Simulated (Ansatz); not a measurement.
```csv
atom,x (Å),y (Å),z (Å)
C,-0.1559,-0.9369,0.6082
Si,1.3699,0.2638,0.5923
C,-0.2604,0.1373,-0.2262
H,-0.9623,0.3714,-1.0142
```

Geometry: a frame of the PBE0-D4/def2-SVPD trajectory; the highest occupied orbital lies above zero, a sign that basis and functional describe the outermost electron poorly; not at a stationary point (largest force 1.3 eV/Å).

Level of theory: RKS PBE0-D4/def2-TZVPPD in Ansatz 0.2.0.

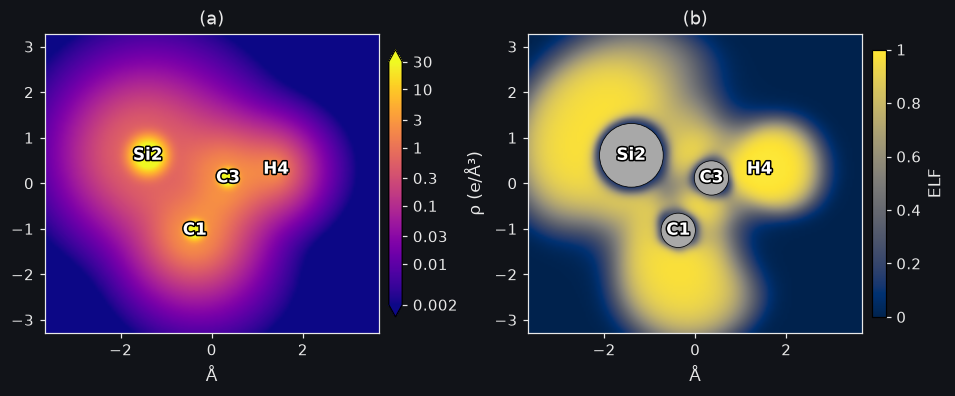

C$_{2}$HSi (charge −1). (a) total electron density; (b) electron localisation function on the molecular plane. Grey discs cover the atomic cores in the ELF map.

Read the bonding off the picture.

- The plane passes through C, Si and H nuclei.
- C–C (1.36 Å): ρ at the midpoint is about 2.2 e/Å³; the ELF peaks at about 0.90 between the atoms: localised, covalent bonding.
- C–Si (1.83 Å): ρ at the midpoint is about 0.86 e/Å³; the ELF peaks at about 0.80 between the atoms; localised, covalent bonding.
- C–H (1.08 Å): ρ at the midpoint is about 2 e/Å³; the ELF climbs to about 1 towards the hydrogen, as it does in any bond to H: a covalent bond by its length.
- C–Si (1.94 Å): the density is about 0.77 e/Å³ at the midpoint; the ELF peaks at about 0.75 between the atoms.
- The ELF also peaks beside C1 and Si2, away from the bonds: lone-pair regions.
